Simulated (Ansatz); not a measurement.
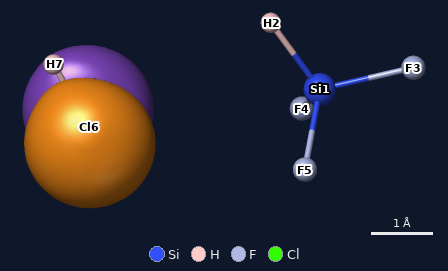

Figure 1: F3HSi···HCl. The HOMO at ±0.15 Å⁻³ᐟ² (orange and purple are the two phases), seen at an oblique angle.

All numbers below come from RHF/def2-SVP (Ansatz 0.2.0).

The calculation's input:

```
crystal:
  periodic: [false, false, false]
  atoms:
    - { symbol: Si, position_ang: [0.200821, 0.0, -0.108986] }
    - { symbol: H, position_ang: [0.041879, 0.0, 1.337812] }
    - { symbol: F, position_ang: [1.744686, 0.0, -0.463686] }
    - { symbol: F, position_ang: [-0.430039, 1.291531, -0.763308] }
    - { symbol: F, position_ang: [-0.430039, -1.291531, -0.763308] }
    - { symbol: Cl, position_ang: [-2.74801, 0.0, 1.455808] }
    - { symbol: H, position_ang: [-1.637797, 0.0, 2.164967] }
basis:
  gaussian: { orbitals: def2-SVP }
hamiltonian:
  xc: hf
relax:
  f_tol: 0.03
  max_steps: 50
output:
  orbitals: {}
```

Run with:

```sh
ansatz run input.yaml --threads 1 --pin off --max-ram 2048MiB --backend cpu --events-out ev --progress --plain --runs-dir out
```

The fields are those of the run's last geometry, not of the input's.

Q: What is the character of this orbital?

A: Its weight (Hirshfeld) is mainly on Cl6 (about 95 %); largely a lone pair of Cl6. Its energy is −12.99 eV.
